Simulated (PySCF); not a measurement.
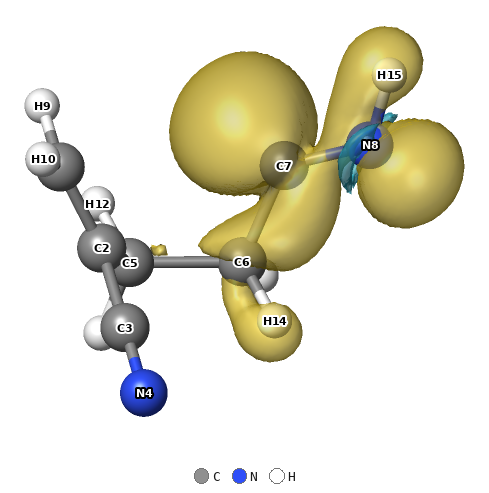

The picture shows: C₆H₇N₂ (doublet). Isosurfaces of the spin density (α minus β) at +0.015 (yellow) and −0.015 e/Å³ (cyan), seen at a tilt.

Geometry: GFN2-xTB.

Level of theory: PySCF, UKS B3LYP, pcH-1 on C H N, non-relativistic, mean-field spin-orbit, GIAO.

```yaml
atoms:
  - { symbol: C, position_ang: [-1.3529, 1.2561, 1.0278] }
  - { symbol: C, position_ang: [-1.1786, 0.1712, 0.2767] }
  - { symbol: C, position_ang: [-1.6523, -1.0880, 0.7207] }
  - { symbol: N, position_ang: [-2.0341, -2.1157, 1.0562] }
  - { symbol: C, position_ang: [-0.4623, 0.1589, -1.0446] }
  - { symbol: C, position_ang: [0.8860, -0.5707, -0.9131] }
  - { symbol: C, position_ang: [1.7976, 0.1373, 0.0015] }
  - { symbol: N, position_ang: [2.7841, -0.2998, 0.6047] }
  - { symbol: H, position_ang: [-0.9972, 2.2203, 0.7056] }
  - { symbol: H, position_ang: [-1.8553, 1.2131, 1.9794] }
  - { symbol: H, position_ang: [-1.0747, -0.3565, -1.7888] }
  - { symbol: H, position_ang: [-0.2962, 1.1858, -1.3750] }
  - { symbol: H, position_ang: [1.3716, -0.6071, -1.8930] }
  - { symbol: H, position_ang: [0.7184, -1.6012, -0.5767] }
  - { symbol: H, position_ang: [3.3413, 0.3043, 1.1967] }
```

### Describe the spin distribution.

The unpaired spin (1 electron) lies mostly on C7 (about 0.6), N8 (about 0.2) and C6 (about 0.1), in electrons by Hirshfeld's partition.
